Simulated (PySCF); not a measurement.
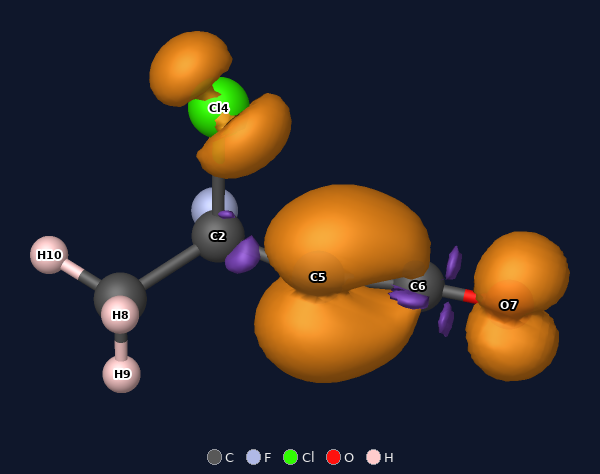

Figure. C$_{4}$H$_{3}$ClFO (doublet). Isosurfaces of the spin density at +0.03 (orange) and −0.03 e/Å³ (purple), seen at a tilt.

Geometry: GFN2-xTB.

All numbers below come from PySCF 2.14.0, density-fitted response routines, UKS B3LYP, pcH-1 on C Cl F H O, non-relativistic, mean-field spin-orbit, GIAO.

```xyz
10

C    -1.1600   -0.8646   -0.3209
C    -0.2265    0.3124   -0.4815
F    -0.1120    0.6345   -1.8100
Cl   -0.9493    1.8036    0.3325
C     1.0214    0.2453    0.2115
C     2.2321    0.5812    0.3601
O     3.3400    0.7469    0.7010
H    -1.3067   -1.0804    0.7325
H    -0.7149   -1.7297   -0.8093
H    -2.1153   -0.6444   -0.7913
```

Q: Where is the unpaired spin?

A: The unpaired spin (1 electron) lies mostly on C5 (about 0.5), O7 (about 0.3), Cl4 (about 0.1) and C6 (about 0.1), in electrons by Hirshfeld's partition.
